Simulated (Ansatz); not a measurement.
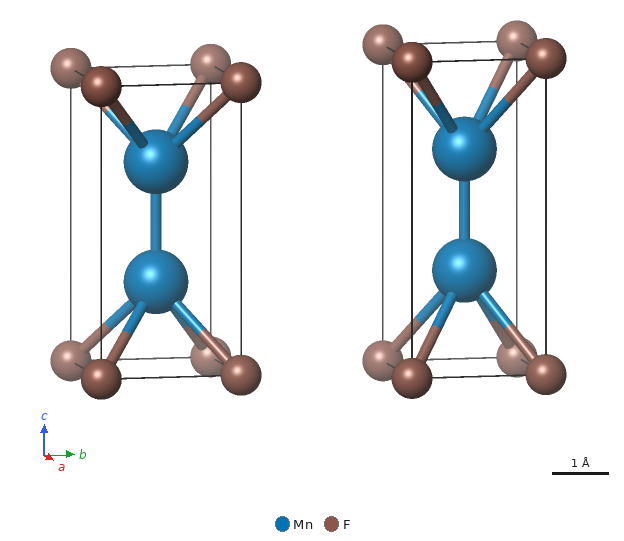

Two geometries of crystalline Mn2F (a generated structure, set up in P4/mmm) (coarse preliminary run), drawn at one scale. One is the start of a relaxation, the other its converged end. A ball-and-stick model of the cell of the calculation, seen slightly off an axis.

Computed with Ansatz 0.2.0, DFT PBE, scalar-relativistic, plane waves, PAW. (plane-wave cutoff 420 eV; k-point mesh 6 × 6 × 4; occupations gaussian; smearing width 0.1 eV; collinear spin; cell and atoms relaxed; force threshold 0.04 eV/Å; at most 70 steps)

Q: Which geometry has the lower energy?

A: The right one is the relaxed one. After 4 accepted moves (6 points after the start) the energy has fallen by 0.183 eV per cell of the calculation. Largest force component: 0.095 eV/Å at the start, 0.018 eV/Å at the end. Pressure: 5.21 GPa at the start and 0.10 GPa at the end. At 2 points the geometry stayed and the basis and grid were re-selected for the new cell (energy shift of 5.8 meV per cell of the calculation at most each time). The largest moves relative to the cell, 0.075 Å, are those of Mn atoms. F stays in place. The drawn cell changes as follows: a = b 2.571 → 2.465 Å (−4.1 %), c 5.305 → 5.732 Å (+8.1 %); the volume changes by −0.7 %. Some distances before and after: Mn–Mn 2.571 → 2.465 Å, F–Mn 2.399 → 2.482 Å, Mn–Mn 2.175 → 2.200 Å. The space group stays P4/mmm (No. 123).

Limits of the set-up: the k-point mesh is coarse for a cell with partly filled bands.
